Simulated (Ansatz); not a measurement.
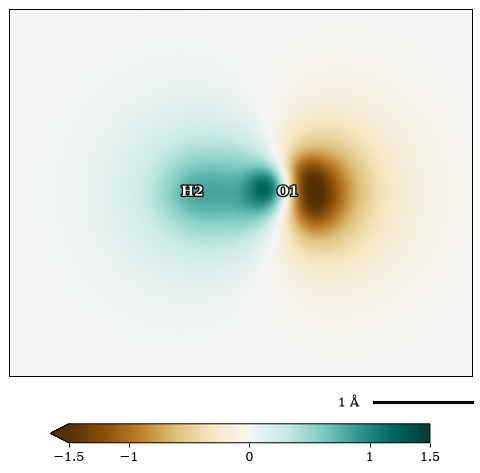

Figure 1: OH (SMILES [OH]) (doublet). The HOMO−1 (β) on a plane that holds the molecular axis (values in Å⁻³ᐟ²; the overall sign is arbitrary).

Geometry: PBE0-D4/def2-TZVP.

All numbers below come from UKS PBE0-D4/def2-TZVPP (Ansatz).

```tsv
atom	x (Å)	y (Å)	z (Å)
O	0.4159	-0.1331	0.2146
H	-0.4159	0.1331	-0.2146
```

**Where does this orbital lie, and at what energy?**

By Hirshfeld shares it lies mainly on O1 (about 80 %) and H2 (about 20 %); it is of σ type. Its energy is −12.73 eV.
